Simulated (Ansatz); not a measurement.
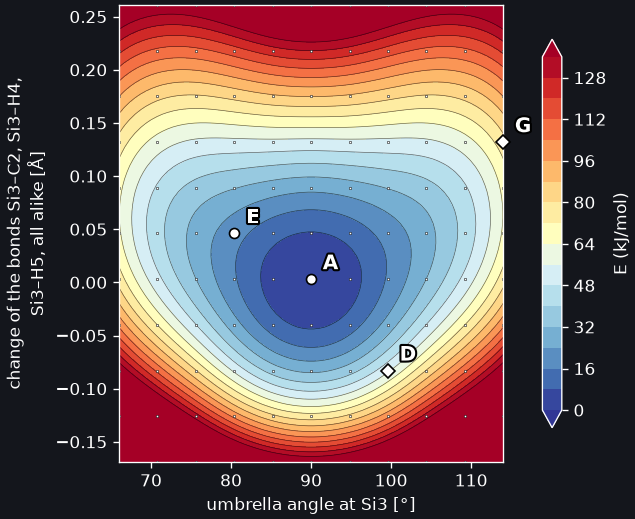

CH2BSi, SMILES B#C[SiH2], spin multiplicity 2. 
- The first coordinate is: umbrella angle at Si3 (between each of its bonds and their common axis; 90 is planar); the second: change of the bonds Si3–C2, Si3–H4, Si3–H5, all alike.
- Nothing is relaxed (all other coordinates rigid).
- Grid: 11 × 11 points; 66 points were computed and 55 follow by symmetry.
- Points are written as (first, second).
- Energies are in kJ/mol, from the lowest grid point.
- In part of the range the unrestricted reference is strongly spin-contaminated.
- Theory: UHF/def2-TZVP (Ansatz 0.2.0).

In the figure: filled contours, dots at the grid points, one colour for all values above the top of the scale, lettered points. Between grid points the surface is interpolated.

> What kind of point is each of A, D: minimum, saddle, maximum or slope?

A: minimum; D: on a slope. (In these two coordinates alone; a stationary point may lie a little off the grid point.)

> Rank the lettered points by energy, lowest first.

A (0 kJ/mol), E (19 kJ/mol), D (55 kJ/mol), G (77 kJ/mol).
